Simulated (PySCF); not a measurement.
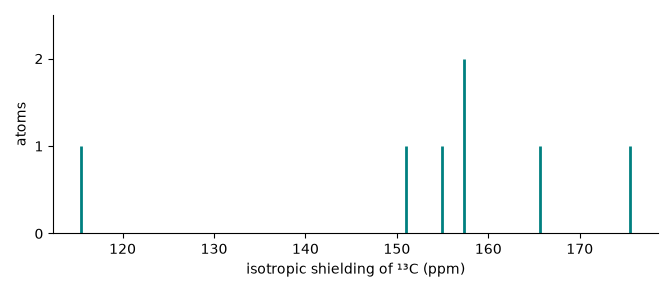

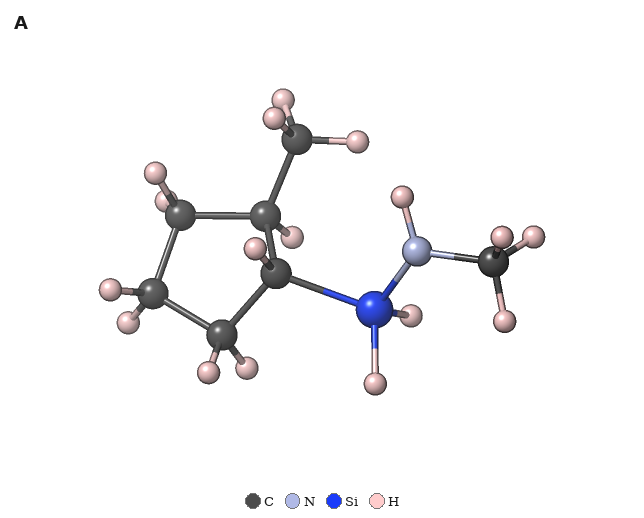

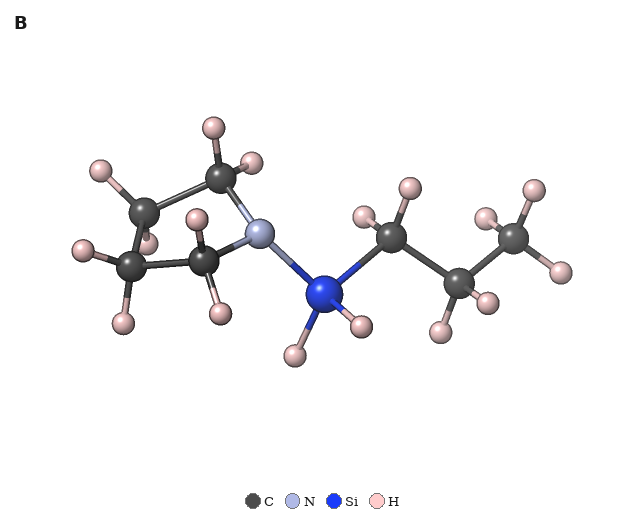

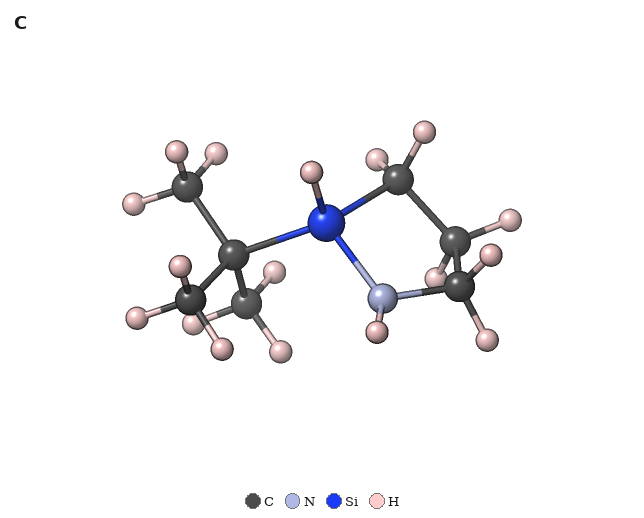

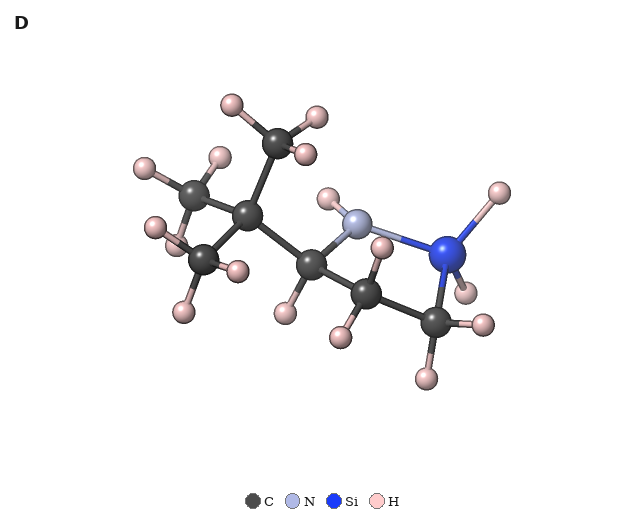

The sticks are computed shieldings of one of the molecules, for one fixed geometry (GFN2-xTB) without averaging over rotations. Low shielding means a high chemical shift. Method: GIAO PBE0/pcSseg-1 NMR shielding, non-relativistic, gas phase (PySCF 2.14.0).

### Match the spectrum to a structure.

D, `CC(C)(C)[C@@H]1CC[SiH2]N1`. Its 7 C atoms give lines at 115.4, 151.0, 154.9, 157.4 (2 atoms), 165.7, 175.5 ppm.

The geometry is semi-empirical. Around Si such bond lengths and angles can be off by a tenth of an ångström or more and by several degrees, and values that hang on the shape move with them.
